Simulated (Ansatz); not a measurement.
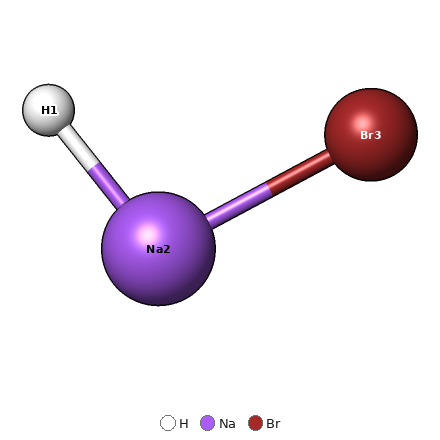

The system is H⁻ + NaBr; the picture shows the reference structure. The first coordinate is: distance H1–Na2; the second: distance Na2–Br3. Nothing is relaxed (the angle H1–Na2–Br3 is fixed at 100 degrees). The scan uses a 17 × 17 grid. Energies: eV, counted from the lowest grid point. The reference is spin-restricted, so regions where a bond is pulled apart into radicals lie too high. Theory: RKS PBE0-D4/def2-SVPD (Ansatz).

Its coordinates:

```xyz
3

H    -2.0230    0.0000    0.0000
Na    0.0000    0.0000    0.0000
Br    0.4749    2.6934    0.0000
```

Range: distance H1–Na2 from 1.576 to 3.176 Å; distance Na2–Br3 from 2.288 to 3.888 Å.

> Predict the map.

The lowest grid point is at distance H1–Na2 = 2.023 Å, distance Na2–Br3 = 2.735 Å. It is the only kind of minimum in the scanned range. The highest grid point, distance H1–Na2 = 3.176 Å, distance Na2–Br3 = 3.888 Å, lies 1.32 eV above the lowest. Round the minimum the two coordinates are weakly coupled (coupling 0.11 in units of the two stiffnesses).

| distance Na2–Br3 ↓, distance H1–Na2 → | 1.576 | 1.683 | 1.840 | 2.023 | 2.226 | 2.444 | 2.677 | 2.921 | 3.176 |
| --- | --- | --- | --- | --- | --- | --- | --- | --- | --- |
| 3.888 | 0.80 | 0.57 | 0.42 | 0.41 | 0.50 | 0.63 | 0.85 | 1.08 | 1.32 |
| 3.633 | 0.72 | 0.49 | 0.33 | 0.31 | 0.40 | 0.52 | 0.72 | 0.95 | 1.17 |
| 3.389 | 0.64 | 0.40 | 0.23 | 0.20 | 0.29 | 0.43 | 0.60 | 0.82 | 1.03 |
| 3.156 | 0.56 | 0.31 | 0.14 | 0.10 | 0.18 | 0.32 | 0.50 | 0.70 | 0.91 |
| 2.938 | 0.50 | 0.25 | 0.07 | 0.02 | 0.09 | 0.22 | 0.40 | 0.59 | 0.79 |
| 2.735 | 0.50 | 0.25 | 0.06 | 0.00 | 0.05 | 0.17 | 0.34 | 0.52 | 0.70 |
| 2.552 | 0.60 | 0.34 | 0.14 | 0.07 | 0.11 | 0.22 | 0.37 | 0.54 | 0.72 |
| 2.395 | 0.82 | 0.55 | 0.34 | 0.26 | 0.29 | 0.39 | 0.53 | 0.70 | 0.86 |
| 2.288 | 1.09 | 0.81 | 0.60 | 0.51 | 0.54 | 0.63 | 0.76 | 0.92 | 1.08 |

The table holds every second grid line.

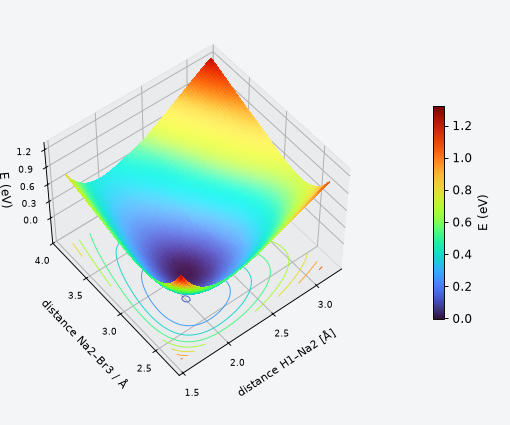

The picture shows a relief with its contours projected below. Between grid points the surface is interpolated.

Each point was launched as `ansatz run input.yaml --threads 1 --pin off --max-ram 2560MiB --backend cpu --events-out ev --progress --plain --runs-dir out`. Time for the 289 points that were run: 27 min on 1 thread of Arm Neoverse N1, with other jobs on the host.
